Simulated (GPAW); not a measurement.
## Does Fe5Co3 (bcc Fe10Co6) carry moments in GPAW?

Aim: find out whether Fe5Co3 (bcc Fe10Co6) carries moments when they start parallel, and what they gain.

Main program and level: GPAW 26.7.0; PBE; plane waves with GPAW's PAW setups, scalar-relativistic.

### 1. Starting point

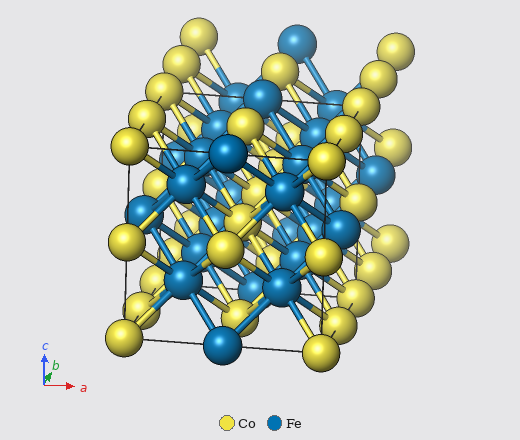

Start, viewed slightly off an axis; cobalt yellow, iron blue. 1×2×1 cells are drawn. Some periodic images of atoms are drawn too.

As a file:

```cif
data_structure
_symmetry_space_group_name_H-M 'P 1'
_symmetry_Int_Tables_number 1
_cell_length_a 5.7050
_cell_length_b 5.7050
_cell_length_c 5.7050
_cell_angle_alpha 90.000
_cell_angle_beta 90.000
_cell_angle_gamma 90.000
_cell_volume 185.68
loop_
_atom_site_label
_atom_site_type_symbol
_atom_site_fract_x
_atom_site_fract_y
_atom_site_fract_z
_atom_site_occupancy
Co1 Co 0.00000 0.00000 0.00000 1
Fe2 Fe 0.25000 0.25000 0.25000 1
Co3 Co 0.00000 0.00000 0.50000 1
Fe4 Fe 0.25000 0.25000 0.75000 1
Co5 Co 0.00000 0.50000 0.00000 1
Fe6 Fe 0.25000 0.75000 0.25000 1
Fe7 Fe 0.00000 0.50000 0.50000 1
Fe8 Fe 0.25000 0.75000 0.75000 1
Fe9 Fe 0.50000 0.00000 0.00000 1
Fe10 Fe 0.75000 0.25000 0.25000 1
Co11 Co 0.50000 0.00000 0.50000 1
Fe12 Fe 0.75000 0.25000 0.75000 1
Co13 Co 0.50000 0.50000 0.00000 1
Fe14 Fe 0.75000 0.75000 0.25000 1
Co15 Co 0.50000 0.50000 0.50000 1
Fe16 Fe 0.75000 0.75000 0.75000 1
```

The cell is a made-up one and need not be a known phase.

### 2. Order 1, typed as ferro ++++++++++++++++

The parallel start comes first: it fits the smallest cell, keeps the most symmetry and shows whether parallel moments form.

Contents of order1.py:

```python
import json
import numpy as np
from ase import Atoms
from ase.parallel import paropen, parprint
from gpaw import GPAW

atoms = Atoms(['Co', 'Fe', 'Co', 'Fe', 'Co', 'Fe', 'Fe', 'Fe', 'Fe', 'Fe', 'Co', 'Fe', 'Co', 'Fe', 'Co', 'Fe'],
    cell=[[5.705, 0.0, 0.0],
         [0.0, 5.705, 0.0],
         [0.0, 0.0, 5.705]],
    scaled_positions=[[0.0, 0.0, 0.0],
         [0.25, 0.25, 0.25],
         [0.0, 0.0, 0.5],
         [0.25, 0.25, 0.75],
         [0.0, 0.5, 0.0],
         [0.25, 0.75, 0.25],
         [0.0, 0.5, 0.5],
         [0.25, 0.75, 0.75],
         [0.5, 0.0, 0.0],
         [0.75, 0.25, 0.25],
         [0.5, 0.0, 0.5],
         [0.75, 0.25, 0.75],
         [0.5, 0.5, 0.0],
         [0.75, 0.75, 0.25],
         [0.5, 0.5, 0.5],
         [0.75, 0.75, 0.75]],
    pbc=True,
    magmoms=[1.8, 2.4, 1.8, 2.4, 1.8, 2.4, 2.4, 2.4, 2.4, 2.4, 1.8, 2.4, 1.8, 2.4, 1.8, 2.4])
atoms.calc = GPAW(mode={'name': 'pw', 'ecut': 450},
    xc='PBE',
    kpts={'size': (7, 7, 7), 'gamma': True},
    occupations={'name': 'fermi-dirac', 'width': 0.05},
    convergence={'density': 1e-05, 'energy': 1e-05},
    maxiter=200,
    mixer={'name': 'pulay', 'beta': 0.04, 'nmaxold': 8, 'weight': 100},
    symmetry={'tolerance': 1e-4},
    txt='order1.txt')
e = atoms.get_potential_energy(force_consistent=True)
res = {'free_energy': e, 'energy_sigma0': atoms.get_potential_energy(), 'fermi_energy': atoms.calc.get_fermi_level()}
res['moments'] = atoms.get_magnetic_moments().tolist()
res['total'] = atoms.get_magnetic_moment()
parprint('site moments (muB):', np.round(res['moments'], 3))
parprint(f"total moment: {res['total']:.3f} muB")
parprint(f'free energy: {e:.6f} eV')
atoms.calc.write('order1.gpw')
with paropen('results.json', 'w') as f:
    json.dump(res, f)
```

Launch:

```bash
OMP_NUM_THREADS=1 mpirun -n 4 gpaw python order1.py > order1.log
```

Numbers of over 12 decimals in the logs are rounded to 6 here.

What it wrote:

```text
site moments (muB): [1.815 2.737 1.815 2.737 1.815 2.737 2.439 2.737 2.439 2.737 1.815 2.737
 1.815 2.737 1.815 2.737]
total moment: 36.957 muB
free energy: -139.563155 eV

--- order1.txt ---
Input parameters:
  mode=PW(ecut=450),
  convergence={'density': 1e-05, 'energy': 1e-05},
  kpts=MonkhorstPack(size=(7, 7, 7), gamma=True),
  maxiter=200,
  mixer=Pulay(name='pulay', nmaxold=8, beta=0.04, weight=100, sigma=0.015, g_ss=None),
  occupations=Occupations(name='fermi-dirac', width=0.05),
  symmetry=Symmetry(tolerance=0.0001),
  xc=XC(name='PBE')

Diagonalizing LCAO Hamiltonian
Converting LCAO to pw mode
     .-------------.
    /|             |
   / |             |
  /  |  Fe     Fe  |
 *   |             |
 | FeFe   Co Fe    |
 |   |  Fe     Fe  |
 Co  .--Co---------.
 |  /Fe      Fe   /
 | /o     Co     /
 |/             /
 Co-----Fe-----*

Atoms  # Å, Bohr magnetons
|    | symbol |        x |        y |        z |    initial magnetic moments |
|----|--------|----------|----------|----------|-----------------------------|
|  0 |     Co | 0.000000 | 0.000000 | 0.000000 | ( 0.0000,  0.0000,  1.8000) |
|  1 |     Fe | 1.426250 | 1.426250 | 1.426250 | ( 0.0000,  0.0000,  2.4000) |
|  2 |     Co | 0.000000 | 0.000000 | 2.852500 | ( 0.0000,  0.0000,  1.8000) |
|  3 |     Fe | 1.426250 | 1.426250 | 4.278750 | ( 0.0000,  0.0000,  2.4000) |
|  4 |     Co | 0.000000 | 2.852500 | 0.000000 | ( 0.0000,  0.0000,  1.8000) |
|  5 |     Fe | 1.426250 | 4.278750 | 1.426250 | ( 0.0000,  0.0000,  2.4000) |
|  6 |     Fe | 0.000000 | 2.852500 | 2.852500 | ( 0.0000,  0.0000,  2.4000) |
|  7 |     Fe | 1.426250 | 4.278750 | 4.278750 | ( 0.0000,  0.0000,  2.4000) |
|  8 |     Fe | 2.852500 | 0.000000 | 0.000000 | ( 0.0000,  0.0000,  2.4000) |
|  9 |     Fe | 4.278750 | 1.426250 | 1.426250 | ( 0.0000,  0.0000,  2.4000) |
| 10 |     Co | 2.852500 | 0.000000 | 2.852500 | ( 0.0000,  0.0000,  1.8000) |
| 11 |     Fe | 4.278750 | 1.426250 | 4.278750 | ( 0.0000,  0.0000,  2.4000) |
| 12 |     Co | 2.852500 | 2.852500 | 0.000000 | ( 0.0000,  0.0000,  1.8000) |
| 13 |     Fe | 4.278750 | 4.278750 | 1.426250 | ( 0.0000,  0.0000,  2.4000) |
| 14 |     Co | 2.852500 | 2.852500 | 2.852500 | ( 0.0000,  0.0000,  1.8000) |
| 15 |     Fe | 4.278750 | 4.278750 | 4.278750 | ( 0.0000,  0.0000,  2.4000) |

Unit cell  # Å
| periodic |        x |        y |        z |  lengths |    angles |
|----------|----------|----------|----------|----------|-----------|
|      yes | 5.705000 | 0.000000 | 0.000000 | 5.705000 | 90.000000 |
|      yes | 0.000000 | 5.705000 | 0.000000 | 5.705000 | 90.000000 |
|      yes | 0.000000 | 0.000000 | 5.705000 | 5.705000 | 90.000000 |

Number of symmetries: 16

BZ-sampling:
  Number of BZ points: 343
  Number of IBZ points: 40

  Monkhorst-Pack size: [7, 7, 7]
  Monkhorst-Pack shift: [0, 0, 0]

K-points  # in reciprocal-cell coordinates
|     |                                coordinates |     weight |
|-----|--------------------------------------------|------------|
|   0 | (  0.00000000,   0.00000000,   0.00000000) | 0.00291545 |
|   1 | (  0.00000000,   0.14285714,   0.00000000) | 0.01166181 |
|   2 | (  0.00000000,   0.14285714,   0.14285714) | 0.01166181 |
|   3 | (  0.00000000,   0.28571429,   0.00000000) | 0.01166181 |
|   4 | (  0.00000000,   0.28571429,   0.14285714) | 0.02332362 |
|   5 | (  0.00000000,   0.28571429,   0.28571429) | 0.01166181 |
|   6 | (  0.00000000,   0.42857143,   0.00000000) | 0.01166181 |
|   7 | (  0.00000000,   0.42857143,   0.14285714) | 0.02332362 |
|   8 | (  0.00000000,   0.42857143,   0.28571429) | 0.02332362 |
|   9 | (  0.00000000,   0.42857143,   0.42857143) | 0.01166181 |
| ... |                                            |            |
|  39 | (  0.42857143,   0.42857143,   0.42857143) | 0.02332362 |

Plane wave coefficients: 4044
Cutoff: 450.000000 eV

Spin-components: 2 (collinear spins)
Bands:           106
Projectors:      96
Spin-degeneracy: 1
Datatype:        complex128

Parallelization:
  kpt:    4
  domain: 1
  band:   1

Density:
  Valence electrons: 134.0
  Components: 2
  Grid points: [28 28 28]
  Charge: 0.0  # |e|

Potential:
  Grid points: [28 28 28]

species:
  Co:
    name:    Cobalt
    Z:       27.0
    valence: 9
    core:    18
    charge:  0.0  # [|e|]
    compensation charges:
      type: gauss
      rc: 0.32  # [Å]
      lmax: 2
    cutoffs:
      filter: 1.87  # [Å]
      core: 2.55  # [Å]
    projectors
    | kind |    occ | energy [eV] | rcut [Å] |
    |------|--------|-------------|----------|
    |   4s |  2.000 |      -5.469 |    1.005 |
    |   4p |  0.000 |      -1.277 |    1.058 |
    |   3d |  7.000 |      -8.205 |    1.005 |
    |    s |        |      21.742 |    1.005 |
    |    p |        |      25.934 |    1.058 |
    |    d |        |      19.007 |    1.005 |

    Using partial waves for Co as LCAO basis

  Fe:
    name:    Iron
    Z:       26.0
    valence: 8
    core:    18
    charge:  0.0  # [|e|]
    compensation charges:
      type: gauss
      rc: 0.33  # [Å]
      lmax: 2
    cutoffs:
      filter: 2.06  # [Å]
      core: 2.67  # [Å]
    projectors
    | kind |    occ | energy [eV] | rcut [Å] |
    |------|--------|-------------|----------|
    |   4s |  2.000 |      -5.291 |    1.164 |
    |   4p |  0.000 |      -1.326 |    1.058 |
    |   3d |  6.000 |      -7.505 |    1.058 |
    |    s |        |      21.920 |    1.164 |
    |    p |        |      25.885 |    1.058 |
    |    d |        |      19.706 |    1.058 |

    Using partial waves for Fe as LCAO basis

Reference energy: -573610.805434  # eV

eigensolver:
  PPCG
  Converge bands: occupied
  niter=2

density mixing:
  Pulay-Mixer
  Linear mixing parameters: 0.04
  Old densities: 8
  Fourier metric: weight=100, sigma=0.015

occupation numbers:
  Fermi-Dirac:
    width: 0.0500  # eV

poisson solver:
  ecut: 3600.000000  # eV

xc functional:
  name: PBE with 2 nearest neighbor stencil

convergence criteria:
- Maximum integral of absolute [dens]ity change: 1e-05 electrons / valence electron
- Maximum [total energy] change in last 3 cyles: 1e-05 eV / valence electron
- Maximum integral of absolute [eigenst]ate change: 4e-08 eV^2 / valence electron
maximum number of iterations: 200

SCF iterations
|iter     |      energy | eigst |  dens |  magmom |
|---------|-------------|-------|-------|---------|
|iter:   1|       0s | -137.312021 | +0.45 |       | +34.8588|
|iter:   2|      33s | -137.457925 | -1.11 | -1.01 | +34.9092|
|iter:   3|      65s | -137.488337 | -1.98 | -1.06 | +34.9638|
|iter:   4|      95s | -137.715034 | -2.13 | -1.08 | +35.1623|
|iter:   5|     125s | -137.962260 | -2.77 | -1.18 | +35.2843|
|iter:   6|     159s | -137.966953 | -3.63 | -1.22 | +35.2861|
|iter:   7|     192s | -139.553882 | -1.58 | -1.22 | +36.2882|
|iter:   8|     222s | -139.505504 | -2.15 | -1.45 | +36.6587|
|iter:   9|     258s | -139.506906 | -3.10 | -1.95 | +36.7102|
|iter:  10|     292s | -139.522656 | -3.65 | -2.04 | +36.7699|
|iter:  11|     330s | -139.532254 | -3.60 | -2.22 | +36.8696|
|iter:  12|     367s | -139.534469 | -4.14 | -2.49 | +36.8542|
|iter:  13|     403s | -139.537420 | -3.62 | -2.61 | +36.9613|
|iter:  14|     438s | -139.537060 | -4.12 | -2.78 | +36.9127|
|iter:  15|     467s | -139.537297c| -4.96 | -3.04 | +36.9374|
|iter:  16|     503s | -139.537437c| -5.52 | -3.17 | +36.9499|
|iter:  17|     539s | -139.537386c| -5.57 | -3.45 | +36.9608|
|iter:  18|     571s | -139.537436c| -6.24 | -3.54 | +36.9586|
|iter:  19|     600s | -139.537436c| -7.36 | -3.65 | +36.9588|
|iter:  20|     634s | -139.537442c| -7.13 | -3.68 | +36.9576|
|iter:  21|     667s | -139.537447c| -6.51 | -3.79 | +36.9563|
|iter:  22|     693s | -139.537450c| -7.65c| -4.20 | +36.9568|
|iter:  23|     719s | -139.537453c| -7.59c| -4.29 | +36.9579|
|iter:  24|     753s | -139.537451c| -8.08c| -4.38 | +36.9577|
|iter:  25|     770s | -139.537452c| -7.63c| -4.44 | +36.9578|
|iter:  26|     796s | -139.537455c| -7.78c| -4.48 | +36.9577|
|iter:  27|     822s | -139.537454c| -7.86c| -4.65 | +36.9574|
|iter:  28|     839s | -139.537454c| -8.83c| -4.92 | +36.9572|
|iter:  29|     856s | -139.537454c| -8.81c| -4.98 | +36.9572|
|iter:  30|     870s | -139.537454c| -9.07c| -5.14c| +36.9572|

Converged in 30 steps
Energy contributions relative to reference atoms: (reference = -573610.805434)

Energy contributions:
  Kinetic:         130.309436
  Coulomb:        -108.644444
  Zero:              3.104555
  External:          0.000000
  Xc:             -164.281300
  Entropy:          -0.051403
  Spinorbit:         0.000000
  ----------------------------
  Free energy:    -139.563155
  Extrapolated:   -139.537454

dipole moment: (-60.218966, -60.218966, -60.218966)  # |e|*Ang

Total magnetic moment: (0.000000, 0.000000, 36.957153)

Local magnetic moments
|        x |        y |        z |
|----------|----------|----------|
| 0.000000 | 0.000000 | 1.815166 |  # Co   0
| 0.000000 | 0.000000 | 2.737323 |  # Fe   1
| 0.000000 | 0.000000 | 1.815166 |  # Co   2
| 0.000000 | 0.000000 | 2.737323 |  # Fe   3
| 0.000000 | 0.000000 | 1.815166 |  # Co   4
| 0.000000 | 0.000000 | 2.737323 |  # Fe   5
| 0.000000 | 0.000000 | 2.438513 |  # Fe   6
| 0.000000 | 0.000000 | 2.737323 |  # Fe   7
| 0.000000 | 0.000000 | 2.438513 |  # Fe   8
| 0.000000 | 0.000000 | 2.737323 |  # Fe   9
| 0.000000 | 0.000000 | 1.815166 |  # Co  10
| 0.000000 | 0.000000 | 2.737323 |  # Fe  11
| 0.000000 | 0.000000 | 1.815166 |  # Co  12
| 0.000000 | 0.000000 | 2.737323 |  # Fe  13
| 0.000000 | 0.000000 | 1.815166 |  # Co  14
| 0.000000 | 0.000000 | 2.737323 |  # Fe  15

Fermi level: 10.147
Eigenvalues  # (at kpt = [0.000, 0.000, 0.000])
| band index |      eig [eV] | occ [0-1] |      eig [eV] | occ [0-1] |
|------------|---------------|-----------|---------------|-----------|
|          0 |         1.243 |     1.000 |         1.383 |     1.000 |
|        ... |               |           |               |           |
|         64 |         8.524 |     1.000 |        11.061 |     0.000 |
|         65 |         8.599 |     1.000 |        11.061 |     0.000 |
|         66 |         8.599 |     1.000 |        11.068 |     0.000 |
|         67 |         8.599 |     1.000 |        11.068 |     0.000 |
|         68 |         8.637 |     1.000 |        11.197 |     0.000 |
|         69 |         8.637 |     1.000 |        11.197 |     0.000 |
|         70 |         8.890 |     1.000 |        11.197 |     0.000 |
|         71 |         8.890 |     1.000 |        11.548 |     0.000 |
|         72 |         9.444 |     1.000 |        11.827 |     0.000 |
|         73 |         9.459 |     1.000 |        11.827 |     0.000 |
|         74 |         9.459 |     1.000 |        11.827 |     0.000 |
|         75 |         9.459 |     1.000 |        11.870 |     0.000 |
|         76 |         9.648 |     1.000 |        11.870 |     0.000 |
|         77 |         9.648 |     1.000 |        11.872 |     0.000 |
|         78 |         9.656 |     1.000 |        11.872 |     0.000 |
|         79 |         9.656 |     1.000 |        11.872 |     0.000 |
|        ... |               |           |               |           |
|        105 |        19.290 |     0.000 |        19.550 |     0.000 |

No gap
No difference between direct/indirect transitions
```

Elapsed: 16 min, on 4 MPI ranks of Intel Xeon at 2.50GHz (Skylake/Cascade Lake), shared host; peak memory 1.6 GiB; 62 min of CPU time.

Spin moment in the augmentation sphere by atom:

```csv
atom,spin moment in the augmentation sphere (μB)
Co1,1.82
Fe2,2.74
Co3,1.82
Fe4,2.74
Co5,1.82
Fe6,2.74
Fe7,2.44
Fe8,2.74
Fe9,2.44
Fe10,2.74
Co11,1.82
Fe12,2.74
Co13,1.82
Fe14,2.74
Co15,1.82
Fe16,2.74
```

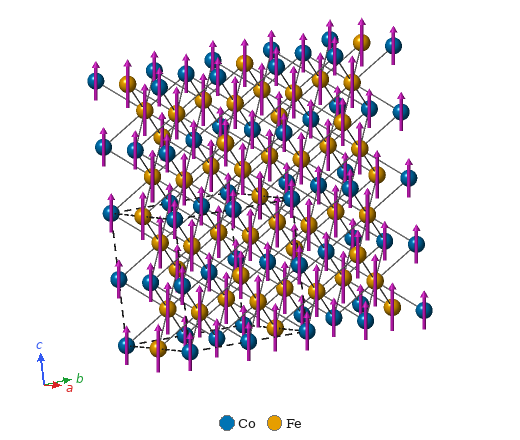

Spin moment in the augmentation sphere as arrows, the longest 2.74 μB. Up and down stand for the sign. Arrows give size and sign along the axis of quantisation, drawn up and down the page. 1×2×2 cells are drawn. Some periodic images of atoms are drawn too.

Numbers from this step:

```
magnetization : 36.96 μB
final state   : ferromagnetic
```

After 30 cycles the largest moment stands at 2.74 μB.

(Continued in part 2 of 2.)

[Logs and program files are shortened in this print: banners, set-up blocks, solver, clock and traceback lines can be left out without a mark of their own.]

[Logs are printed without paths, hosts, clocks, repeated set-up lines and the standing remarks that a program may print on its own settings, such as how far it seeks lower states.]

[Hosts, paths, dates, database ids (printed as entryN), source tags and the programs' standing remarks are cut or masked in the printed files.]

[Where a cell is said to come from a database of computed structures, the database is the Materials Project.]
